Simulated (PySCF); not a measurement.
```yaml
atoms:
  - { symbol: Se, position_ang: [-0.7702, 0.7857, -0.0270] }
  - { symbol: Se, position_ang: [0.7812, -0.7806, -0.0296] }
```

Geometry: BP86-D3(BJ)/ma-def2-SVP.

Level of theory: DFT single point, gas phase, functional PBE0 in PySCF.

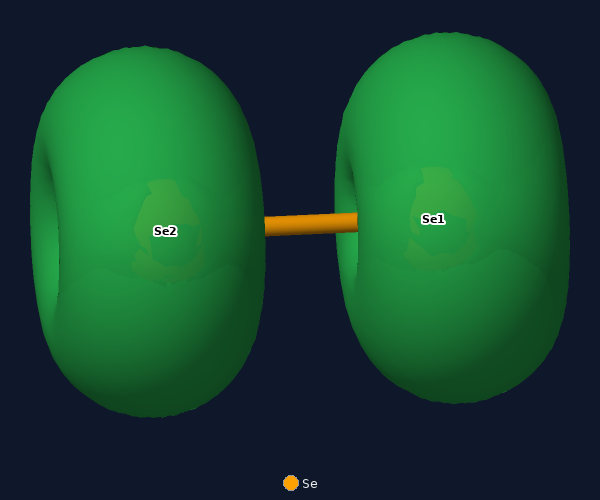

Se$_{2}$ (triplet). Isosurfaces of the spin density (α minus β) at +0.03 (green) and −0.03 e/Å³ (red), seen from one side.

**Describe the spin distribution.**

The unpaired spin (2 electrons) lies mostly on Se1 (about 1.0) and Se2 (about 1.0), in electrons by Hirshfeld's partition. Only one sign reaches the isovalue.
